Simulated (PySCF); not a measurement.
## C5H10OSi: a failed or faulty run and its cure

System: C5H10OSi, SMILES O=C1CCC[SiH2]C1.
Method of the first run: B3LYP/pcSseg-1 single-point energy, gas phase (PySCF 2.14.0).

Some settings of this run were made unusual or wrong on purpose. The geometry comes from this level: GFN2-xTB. Text and figures count atoms from 1; the logs count them from 0 in places.

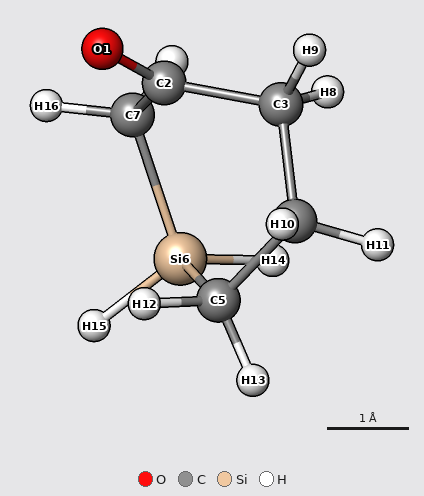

Figure 1. The input geometry (ball-and-stick view, seen at a tilt; atoms are numbered from 1 in the order of the input).

Input, the first run:
```
{"job": {"kind": "sp", "xc": "B3LYP", "basis": "pcSseg-1", "grid": 0, "pop": false}, "charge": 0, "multiplicity": 1}
O     -0.880902     1.965627     1.295370
C     -0.810365     1.191818     0.372789
C      0.260109     1.267632    -0.693420
C      1.472067     0.411114    -0.274435
C      1.093824    -0.857967     0.500262
Si    -0.608453    -1.545532     0.009008
C     -1.712548     0.008546     0.205391
H     -0.144873     0.891404    -1.633727
H      0.578916     2.301805    -0.829934
H      2.136671     1.018148     0.343567
H      2.022399     0.139744    -1.177556
H      1.043867    -0.614407     1.564484
H      1.889607    -1.594522     0.393050
H     -0.629709    -2.018045    -1.381615
H     -1.039788    -2.613909     0.912080
H     -2.396821    -0.058604     1.050022
H     -2.308576     0.150159    -0.695000
```

The first line tells a small driver script what to run in PySCF; the rest is the geometry in Å.

Command:
```bash
OMP_NUM_THREADS=1 python <driver script> task.json out
```

Hardware: 1 CPU thread, shared host.

Output (the first run):
```
final grid: 14344 points
cycle   1  E = -561.0291191002  dE =  8.251e-01  |g| = 8.920e-01  |ddm| = 3.702e+00
cycle   2  E = -560.5269395179  dE =  5.022e-01  |g| = 1.807e+00  |ddm| = 3.100e+00
cycle   3  E = -561.1774981590  dE = -6.506e-01  |g| = 2.633e-01  |ddm| = 2.553e+00
cycle   4  E = -561.1920776945  dE = -1.458e-02  |g| = 8.557e-02  |ddm| = 2.780e-01
cycle   5  E = -561.1937827109  dE = -1.705e-03  |g| = 1.592e-02  |ddm| = 8.617e-02
cycle   6  E = -561.1938381348  dE = -5.542e-05  |g| = 5.719e-03  |ddm| = 2.070e-02
cycle   7  E = -561.1938452404  dE = -7.106e-06  |g| = 1.385e-03  |ddm| = 5.050e-03
cycle   8  E = -561.1938456443  dE = -4.039e-07  |g| = 3.728e-04  |ddm| = 1.679e-03
cycle   9  E = -561.1938456741  dE = -2.985e-08  |g| = 1.014e-04  |ddm| = 5.553e-04
cycle  10  E = -561.1938456765  dE = -2.313e-09  |g| = 2.677e-05  |ddm| = 1.050e-04
cycle  11  E = -561.1938456766  dE = -1.673e-10  |g| = 7.356e-06  |ddm| = 3.467e-05
converged SCF energy = -561.1938456766
```

Diagnose this run and give a change of the input that cures it.

Answer. Some settings of this run were drawn to be unusual or wrong; see grid = 0. It converged; results that depend on the unusual settings are not reference values.

A run of the same system that converges differs from this input as follows (lines with − go, lines with + come):
```diff
-"grid": 0
```

Output (the second run):
```
coarse grid: 14344 points
cycle   1  E = -561.0291191002  dE =  8.251e-01  |g| = 8.920e-01  |ddm| = 3.702e+00
cycle   2  E = -560.5269395179  dE =  5.022e-01  |g| = 1.807e+00  |ddm| = 3.100e+00
cycle   3  E = -561.1774981590  dE = -6.506e-01  |g| = 2.633e-01  |ddm| = 2.553e+00
cycle   4  E = -561.1920776945  dE = -1.458e-02  |g| = 8.557e-02  |ddm| = 2.780e-01
cycle   5  E = -561.1937827109  dE = -1.705e-03  |g| = 1.592e-02  |ddm| = 8.617e-02
cycle   6  E = -561.1938381348  dE = -5.542e-05  |g| = 5.719e-03  |ddm| = 2.070e-02
cycle   7  E = -561.1938452404  dE = -7.106e-06  |g| = 1.385e-03  |ddm| = 5.050e-03
final grid: 132896 points
cycle   8  E = -561.2575520048  dE = -2.921e-05  |g| = 8.406e-03  |ddm| = 2.490e-02
cycle   9  E = -561.2575119467  dE =  4.006e-05  |g| = 1.643e-02  |ddm| = 1.896e-02
cycle  10  E = -561.2575668191  dE = -5.487e-05  |g| = 2.234e-03  |ddm| = 1.363e-02
cycle  11  E = -561.2575677944  dE = -9.753e-07  |g| = 2.168e-04  |ddm| = 1.991e-03
cycle  12  E = -561.2575678047  dE = -1.022e-08  |g| = 7.294e-05  |ddm| = 3.031e-04
cycle  13  E = -561.2575678057  dE = -1.058e-09  |g| = 2.825e-05  |ddm| = 8.482e-05
cycle  14  E = -561.2575678059  dE = -1.942e-10  |g| = 3.934e-06  |ddm| = 2.605e-05
converged SCF energy = -561.2575678059
```

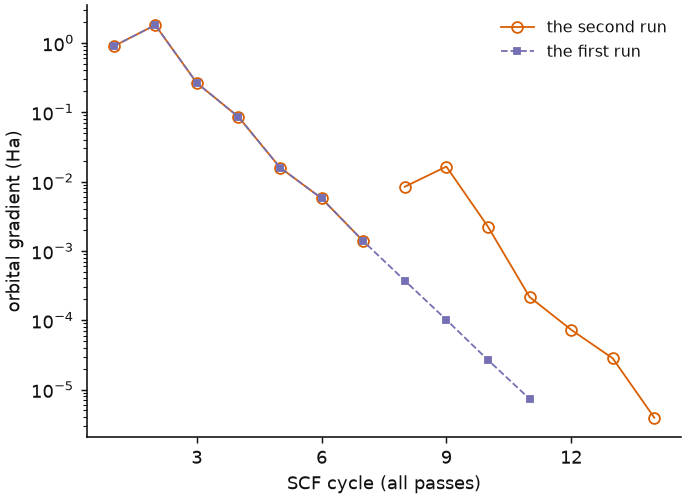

Figure 2. Convergence of the two runs: orbital gradient against the SCF cycle. A break in a curve parts two SCF passes (coarse and final grid). The second run takes 14 cycles in all, and the first run takes 11.

The two runs side by side:

```tsv
quantity	the first run	the second run
outcome	converged	converged
total energy (hartree)	−561.193846	−561.257568
HOMO (eV)	−6.75	−6.76
LUMO (eV)	−0.60	−0.61
dipole moment (D)	2.85	2.85
SCF iterations	11	14
basis functions	176	176
wall time (shared host)	4.1 s	12 s
```

The energy of the second run is 40.0 kcal/mol lower, which measures how much it depends on this numerical setting. The SCF takes 14 iterations against 11.
